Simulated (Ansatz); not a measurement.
The figure comes from a scan of ZnO (wurtzite): one O atom of a 4-atom cell moves by u along (1.00, 0.00, 0.00) and v along (0.00, 0.00, 1.00). These are r2SCAN (plane waves to 500 eV, PAW, scalar-relativistic; Ansatz, a quantum-chemistry and plane-wave program) values and carry that method's errors. k mesh 9×9×5 (Γ-centred), Fermi-Dirac smearing 0.05 eV. Energies are smeared free energies. ZnO was relaxed with its symmetry unable to fall. ΔE is measured from the undisplaced structure. Axes are in Å.

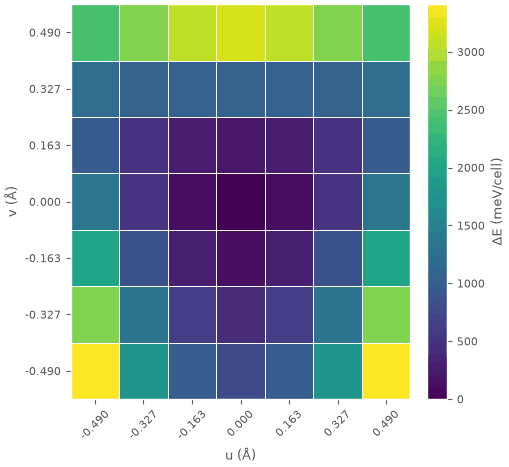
ΔE (meV/cell), one tile a computed point.

Turn the plot into a table (rounded to what can be read).

To the nearest 500:

ΔE (meV/cell), with u across and v down:

```tsv
v \ u	-0.490	-0.327	-0.163	0.000	0.163	0.327	0.490
-0.490	3500	2000	1000	1000	1000	2000	3500
-0.327	2500	1500	500	500	500	1500	2500
-0.163	2000	1000	500	0	500	1000	2000
0.000	1500	500	0	0	0	500	1500
0.163	1000	500	500	0	500	500	1000
0.327	1000	1000	1000	1000	1000	1000	1000
0.490	2500	3000	3000	3000	3000	3000	2500
```

(For displaced atoms, the force is minus the slope of the energy, and its curvature is a force constant, which sets phonon frequencies.)
